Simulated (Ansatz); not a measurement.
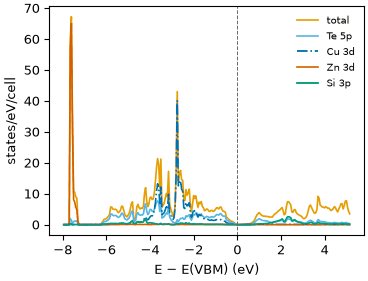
Figure. Total and projected density of states of ZnCu2SiTe4 in space group I-42m (No. 121; Zn on 2a, Si on 2b, Cu on 4d, Te on 8i), the program Ansatz at the LDA level (PAW)

**Question.** Which orbitals carry the states next to the gap?

**Answer.** Top 1 eV of the valence band: Te 5p 63 %, Cu 3d 28 %. Bottom 1 eV of the conduction band: Te 5p 48 %, Si 3s 21 %, Si 3p 7 %, outside the projected shells 11 %. Projections are on Löwdin-orthogonalised atomic valence shells; empty p or d shells of many metals are not among them.

**Question.** Where is the tallest occupied peak in this window, and what makes it?

**Answer.** Near -7.6 eV, about 67 states/eV per cell; the largest projected share is Zn 3d.

The first step of the workflow began from a Materials Project structure, measured or hypothetical; the Crystallography Open Database copy checked does not list it. Its standing as an ambient phase is unchecked. The cell was relaxed with LDA under the symmetry of its start; whether a distortion lowers the energy is not shown. The run is not spin-polarised. Spin–orbit coupling is left out wherever it is not named.

Potentials: the later of the program's two PAW sets.
